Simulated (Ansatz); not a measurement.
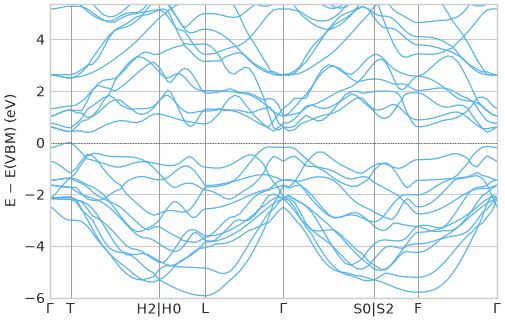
*Band structure from plane-wave PAW r²SCAN+D4 (Ansatz code)*

The gap is 0.38 eV; an edge lies off the plotted path or next to a special point (maximum at T, minimum off the standard path).

The material is GeSb₂Te₄ in space group R-3m (No. 166; Ge on 3a, Sb on 6c, Te on 6c, Te on 6c).

Symmetry was held in the r²SCAN+D4 relaxation. Scalar-relativistic: spin–orbit coupling is off unless named, which matters more the heavier the elements.

Potentials: the later of the program's two PAW sets.
